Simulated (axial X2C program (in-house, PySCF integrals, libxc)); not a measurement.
# Relativistic diatomic calculation for TaC

System: TaC, single determinant with Ω = 1/2.
Method: PBE0, two-component X2C with atomic mean-field Coulomb and Gaunt terms, Ta dyall-cv3z, C dyall-v3z (cores contracted) (axial X2C program (in-house, PySCF integrals, libxc)).

### Input
```
{"zs": [73, 6], "q": 0, "bas": ["dyall-cv3z", "dyall-v3z"], "levels": ["PBE0", "HF", "M06"], "cc": true, "r0": 1.93, "thr": -1.0, "nmax": 90, "npts": 10, "nst": 2, "ntry": 6}
```

The line is the task of a batch: nuclear charges, charge, bases, the levels to run, a first guess of the distance and further settings. This report covers PBE0 with spin-orbit coupling. The log is that of the reference distance 1.725 Å, started from orbitals converged before.

The run was one of a batch that the task file lists, launched with:
```bash
python <driver script> task.json out
```

### Log
```
two-component X2C + atomic mean field  PBE0
basis functions 227  fitting functions 1161  grid points 5076
iter        total energy     max residual
   1     -15641.446160416     1.28e-05
   2     -15641.446160417     1.12e-05
converged
one-electron -21716.29261172  Coulomb 6279.60693089  exact exchange -80.11200649  xc functional -245.66482962  nuclear repulsion 134.36499616  atomic mean-field constant -13.34863964
```

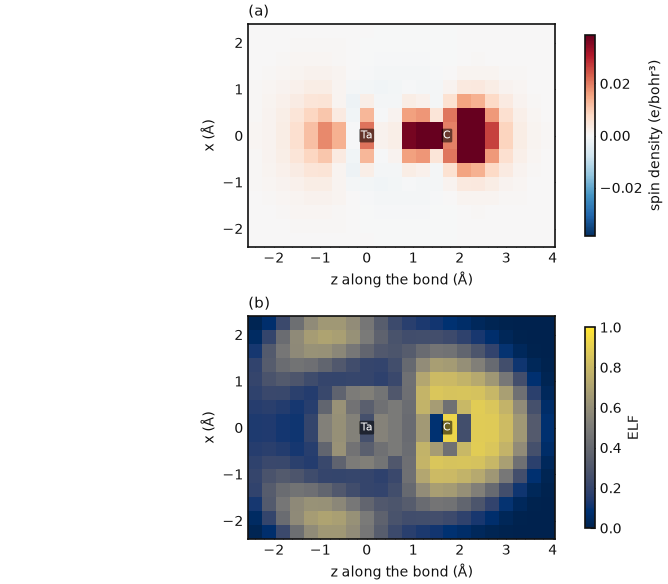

(a) spin density; (b) electron localisation function, in a plane that holds the axis, at 1.73 Å, on points 0.3 Å apart (one half computed, the other mirrored); the structure near the nuclei is finer than these points.

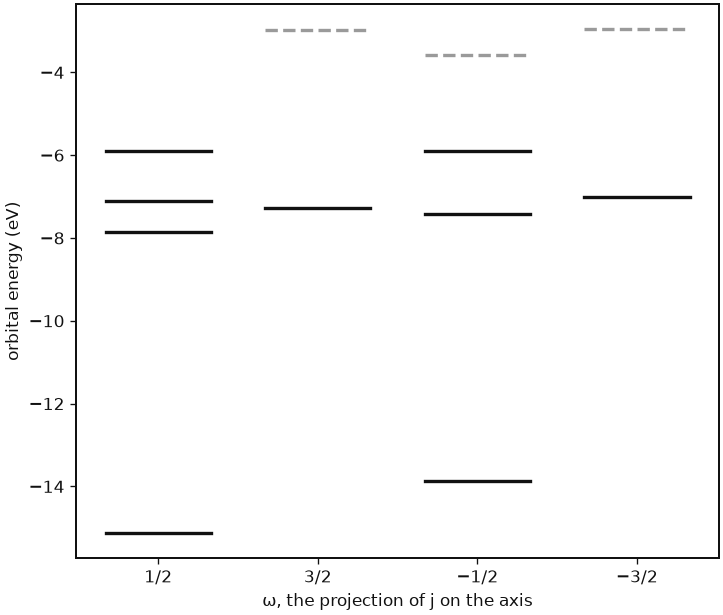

Orbital energies near the frontier at 1.73 Å, filled (solid) and empty (dashed). The highest filled spinor (−1/2; 51 % Ta s, 36 % Ta d) lies at −5.90 eV, the lowest empty one (−1/2; 39 % C p, 26 % Ta p) at −3.57 eV.

### What the run reported

- outcome: not converged in a step after the SCF shown
- hardware: 1 thread of INTEL XEON PLATINUM @ 2.10GHz (Emerald Rapids), 24 GiB of memory available, shared host
- wall time: 14 s
- peak memory: 0.64 GiB

### Diagnosis

The SCF whose log is shown converged, but a later step did not. The run therefore gave no full result.
